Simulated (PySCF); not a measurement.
# C4H14Si3: what the fields show

```xyz
21

C     2.1106   -0.5299   -1.2200
C     2.1408    0.8972   -0.7894
C     1.5742    1.3839    0.3069
Si    0.5587    0.4259    1.5715
Si   -1.4827   -0.1917    0.6257
C    -1.4054   -2.0098    0.0366
Si   -2.1975    1.1141   -1.1577
H     1.6500   -1.1611   -0.4654
H     1.5525   -0.6255   -2.1525
H     3.1229   -0.8874   -1.4084
H     2.6815    1.5546   -1.4636
H     1.6754    2.4474    0.4860
H     1.3641   -0.6963    2.0862
H     0.3952    1.3311    2.7203
H    -2.5134   -0.1964    1.6901
H    -2.3866   -2.3681   -0.2628
H    -1.0423   -2.6715    0.8183
H    -0.7460   -2.1208   -0.8201
H    -3.4678    0.6959   -1.7594
H    -1.2211    1.1101   -2.2525
H    -2.3721    2.5153   -0.7668
```

Geometry: GFN2-xTB.

The calculation used PBE0/pcSseg-1, SCF density, gas phase, non-relativistic (PySCF).

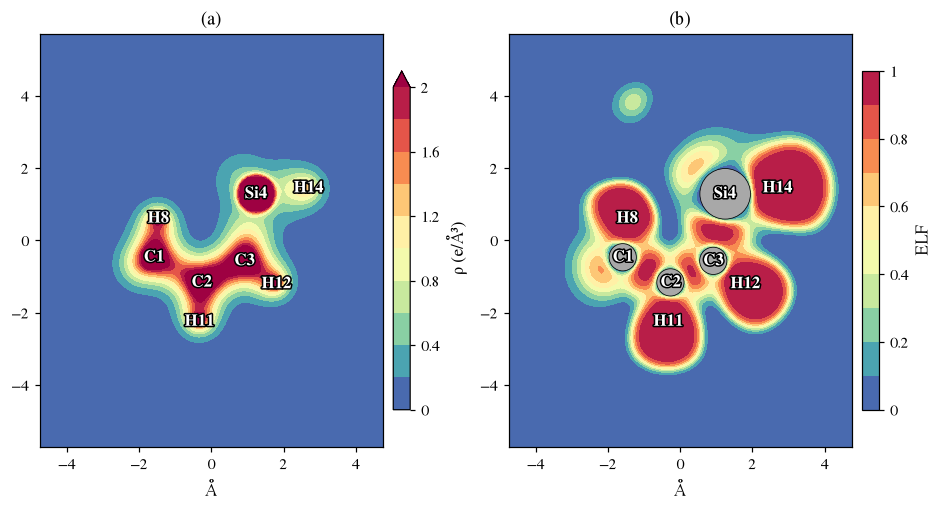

Figure 1. (a) electron density; (b) electron localisation function on the plane of atoms C1, C2 and H11. Grey discs cover the atomic cores in the ELF map.

Q: Interpret the plot.

A: Atoms in the plane: C, Si and H.
C–C (1.33 Å): ρ is about 2.3 e/Å³ halfway; the ELF peaks at about 0.90 between the atoms: a multiple bond.
C–Si (1.88 Å): ρ is about 0.92 e/Å³ halfway; the ELF peaks at about 0.95 between the atoms; localised, covalent bonding.
C–H (1.08 Å): ρ at the midpoint is about 2 e/Å³; the ELF climbs to about 1 towards the hydrogen, as it does in any bond to H; an ordinary covalent bond to hydrogen.
C–C (1.49 Å): the density is about 1.7 e/Å³ at the midpoint; the ELF peaks at about 0.95 between the atoms; a shared electron pair.
Si–H (1.47 Å): ρ at the midpoint is about 0.79 e/Å³; the ELF climbs to about 1 towards the hydrogen.

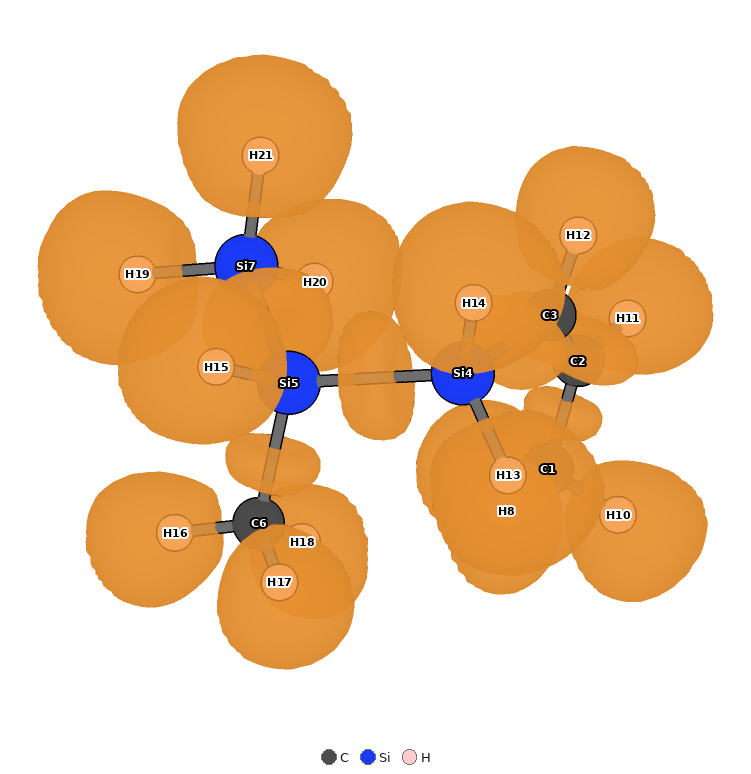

Figure 2. Isosurface of the ELF at 0.8 (orange), seen at a tilt. Only the valence region is drawn (cores and ρ < 0.01 e/Å³ removed).

Q: What do the ELF domains correspond to?

A: At this value the surface marks out two regions between bonded C–C atoms (shared pairs), two regions between bonded C–Si atoms (shared pairs), two regions between bonded Si–Si atoms (shared pairs) and 14 regions around hydrogen nuclei.

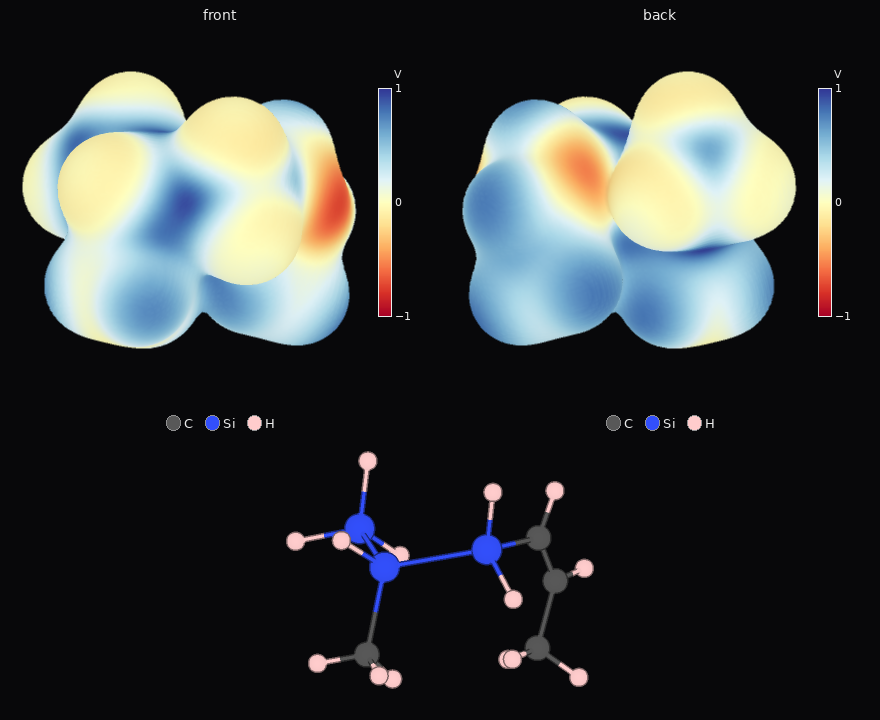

Figure 3. The electrostatic potential painted on the density surface at 0.002 e/bohr³, seen from the front and from behind; the colour scale runs from red (negative) to blue (positive). The bare structure is drawn below in the same view.

Q: Describe the electrostatic potential map.

A: The most negative region (about −0.7 V) lies over the π face of C2 and C3, the most positive (about +0.9 V) over Si4, Si5 and Si7.
